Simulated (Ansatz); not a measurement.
The starting structures come from a database of crystals and need not be the phases stable at ambient conditions.

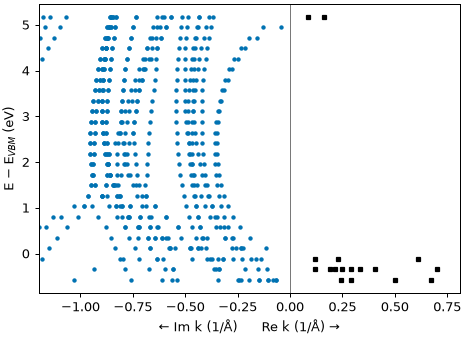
Complex bands at the centre of the two-dimensional zone; Ansatz (a quantum-chemistry and plane-wave program) with r2SCAN

The gap is the functional's own, uncorrected, and κ follows it; spin-orbit coupling is left out. Mid-gap values are interpolated between the computed energies.

Q: This is Li2ZnCl4 (Fd-3m, spinel, not sure to be the ambient phase, 14 atoms a cell, 19.4 Å³ an atom) along the normal of (110). Read off the slowest decay at the centre of the two-dimensional zone at 2.42 eV, the computed energy nearest the middle of the gap.

A: κ ≈ 0.35 1/Å, a decay length 1/(2κ) of the density of 1.4 Å.
